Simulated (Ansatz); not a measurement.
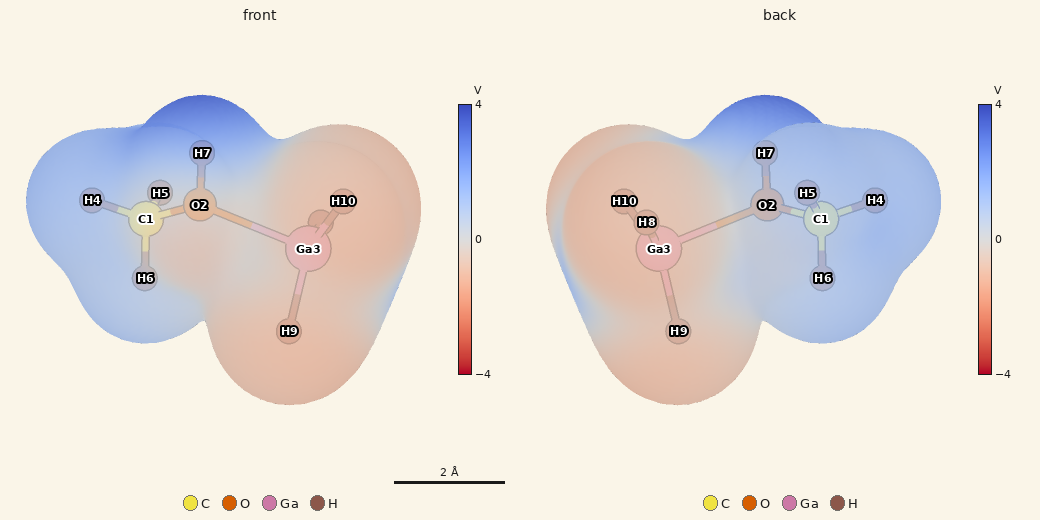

Figure. CH7GaO (SMILES C[OH+][GaH3-]). The molecular electrostatic potential painted on the density surface at 0.002 e/bohr³, seen from the front and from behind; red is negative and blue positive.

Computed with RKS B3LYP-D4/def2-SVP in Ansatz 0.2.0.

| atom | x (Å) | y (Å) | z (Å) |
| --- | --- | --- | --- |
| C | -1.0732 | 0.6436 | -0.6970 |
| O | 0.3162 | 0.3114 | -0.6367 |
| Ga | 1.0875 | -0.6998 | 1.1089 |
| H | -1.2753 | 1.2899 | -1.5655 |
| H | -1.7035 | -0.2597 | -0.7397 |
| H | -1.3048 | 1.1968 | 0.2225 |
| H | 0.5937 | -0.1451 | -1.4438 |
| H | -0.0118 | -1.8423 | 1.1766 |
| H | 0.9690 | 0.5059 | 2.1212 |
| H | 2.4853 | -1.0517 | 0.4564 |

Q: Describe the electrostatic potential map.

A: The most negative region (about −1.0 V) lies over H9 and H10, the most positive (about +3.2 V) over H7.
